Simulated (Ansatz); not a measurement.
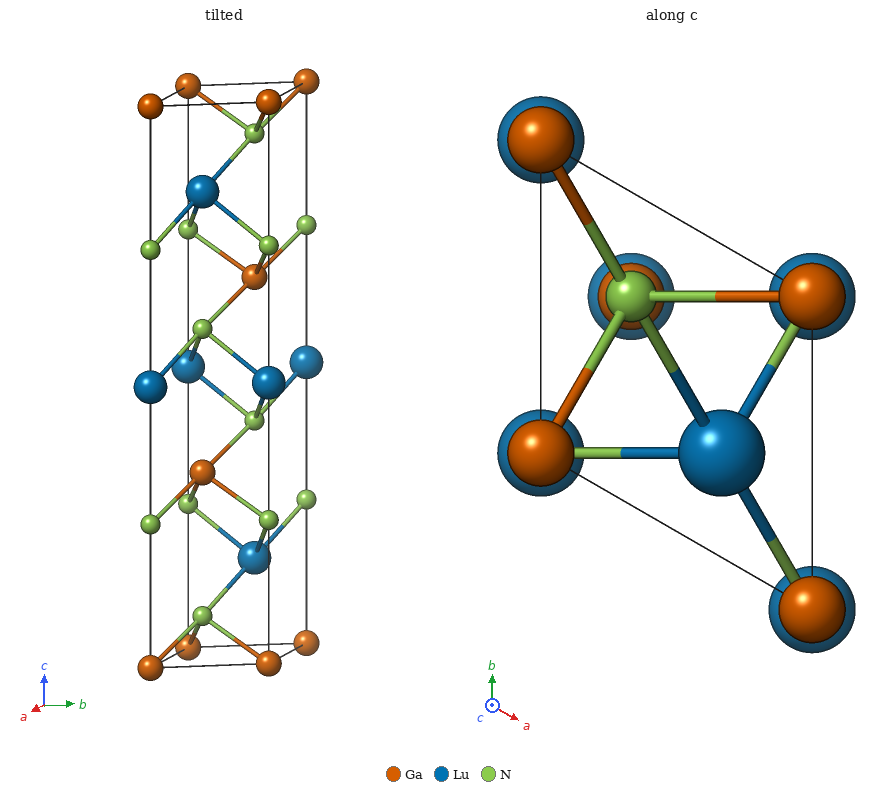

A ball-and-stick rendering, viewed slightly off an axis and along the c axis. The wireframe shows the conventional unit cell.

LuGaN2, α-NaFeO₂ type, space group R-3m (No. 166), a = 3.297 Å, b = 3.297 Å, c = 15.573 Å, α = 90.00°, β = 90.00°, γ = 120.00°. It derives from a structure type filled with these elements by a generator (whether the compound takes this form wasn't checked). The cell was then strained or its atoms displaced on purpose. A calculation with Ansatz used it as input.

This one geometry was computed with Ansatz (DFT, plane waves, PAW) at three levels of theory: PBE, r2SCAN and HSE06. It was relaxed with r2SCAN and then strained.

> Which level gives the highest pressure at this volume, and what does that say about its equilibrium volume?

Highest: PBE (-7.5 GPa), which points to the largest equilibrium volume. Lowest, with the smallest volume: r2SCAN (-12.6 GPa) and HSE06 (-12.5 GPa). Levels within 0.5 GPa of each other can't be told apart.

> How does the band gap change with the level of theory?

PBE: a gap of 1.21 eV, direct; r2SCAN: a gap of 1.69 eV, direct; HSE06: a gap of 2.42 eV, direct.

> Collect the results in a table.

| level | cutoff (eV) | k-mesh of the run's cell | gap (eV) | pressure (GPa) |
| --- | --- | --- | --- | --- |
| PBE | 420 | 10×10×10 | 1.21 | -7.5 |
| r2SCAN | 500 | 10×10×10 | 1.69 | -12.6 |
| HSE06 | 420 | 6×6×6 | 2.42 | -12.5 |

Gaps are taken on the k-mesh or band path of each run.
